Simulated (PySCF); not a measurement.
```yaml
atoms:
  - { symbol: Zn, position_ang: [0.0000, 0.0000, -0.7056] }
  - { symbol: Si, position_ang: [0.0000, 0.0000, 1.6124] }
```

All numbers below come from PBE0/6-31G(d,p), non-relativistic, at a bond length of 2.318 Å (PySCF 2.14.0).

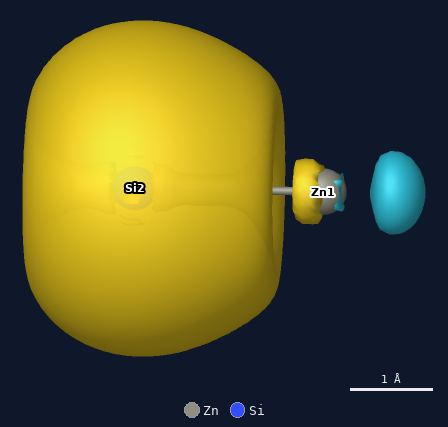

ZnSi (triplet). Isosurfaces of the spin density at +0.015 (yellow) and −0.015 e/Å³ (cyan), seen from one side.

> Which atoms carry the spin?

The unpaired spin (2 electrons) lies mostly on Si2 (about 1.8) and Zn1 (about 0.2), in electrons by Hirshfeld's partition.
